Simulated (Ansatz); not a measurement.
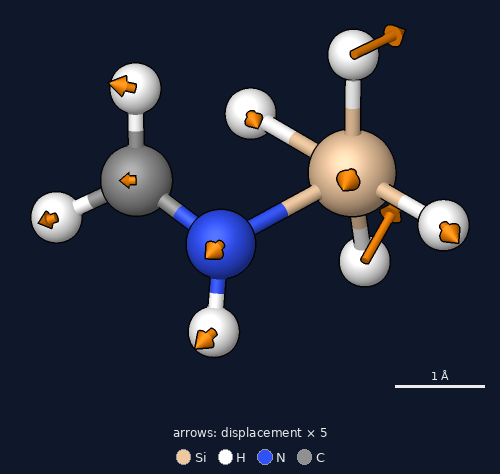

A constrained relaxation of CH$_{7}$NSi. The starting structure is drawn; orange arrows show the displacements, 5 times their true length. The two geometries are superimposed by the best rigid fit.

The picture is a ball-and-stick view, seen face on.

The reaction that was planned forms Si1–N6, H2–C7 and breaks Si1–H2 (atoms numbered from 1 in input order).

Level of theory: RKS PBE0-D4/def2-SVP (Ansatz 0.2.0). Settings: held fixed: the distance between atoms 1 (Si) and 6 (N), the distance between atoms 2 (H) and 7 (C), the distance between atoms 1 (Si) and 2 (H), counting from 1; force threshold 0.04 eV/Å; at most 150 steps.

> Which element moves most?

Hydrogen: up to 0.19 Å, against 0.08 Å for silicon.

> What happened in the run?

The largest moves after the best rigid fit, 0.19 Å, are those of H atoms. By element the largest moves are H 0.19 Å, Si 0.08 Å, N 0.07 Å, C 0.04 Å. Near-neighbour distances that change, for instance: C–N 1.293 → 1.333 Å, H–Si 1.472 → 1.506 Å, H–Si 1.505 → 1.535 Å, C–H 1.075 → 1.094 Å. Bond angles that change, for instance: H–Si–H 157.0° → 137.0°, H–Si–N 103.8° → 113.1°, H–Si–N 94.1° → 102.4°. The energy falls by 15.8 kJ/mol in 10 accepted moves (13 points after the start). Largest force component: 1.2 eV/Å at the start, 0.033 eV/Å at the end. The line search rejected the trial steps at points 3, 6, 12 of the run.
